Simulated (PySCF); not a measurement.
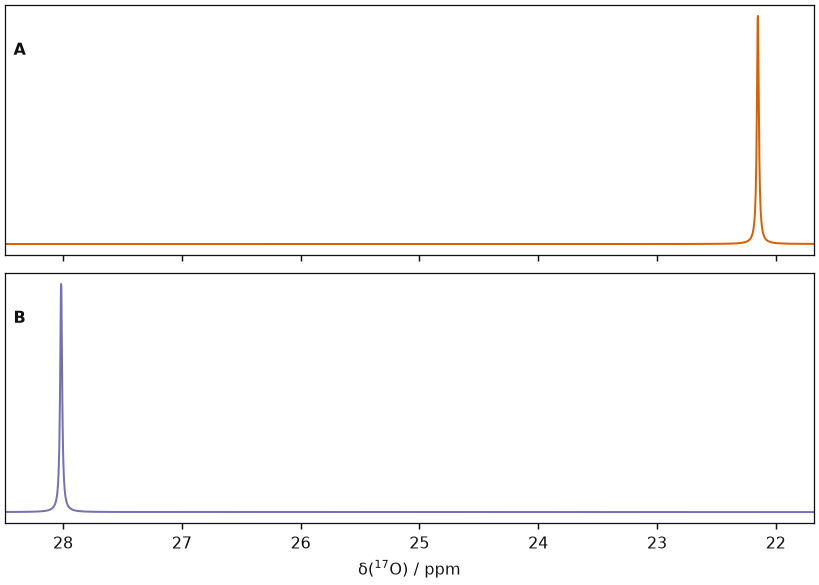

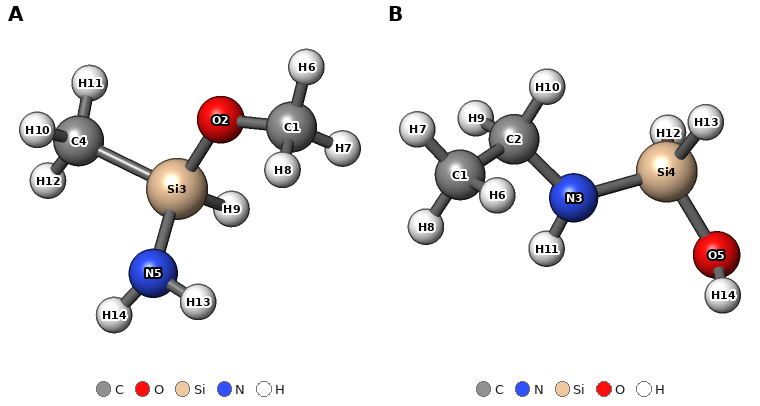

Related molecules: A is C₂H₉NOSi, SMILES CO[Si@H](C)N; B is C₂H₉NOSi, SMILES CCN[SiH2]O. GIAO ¹⁷O shifts against H₂O (¹⁷O: a single water molecule, while the usual scale starts at liquid water and gives values some tens of ppm lower), PBE0/pcSseg-1 in PySCF 2.14.0, at a GFN2-xTB geometry (no frequency check); fully decoupled, line heights follow the number of nuclei within a panel, widths are arbitrary (no quadrupolar broadening); values of one conformer, averaged over nuclei that symmetry, rotation about single bonds or inversion at nitrogen exchange, these motions taken as fast; other conformers aren't averaged in.

Question: How does the ¹⁷O shift respond?

Answer: From A (22.2 ppm) to B (28.0 ppm) the nucleus is deshielded by 5.9 ppm.

Caveats, for all or some of the runs: the tight-binding geometry is rougher than a DFT one and adds to the error.
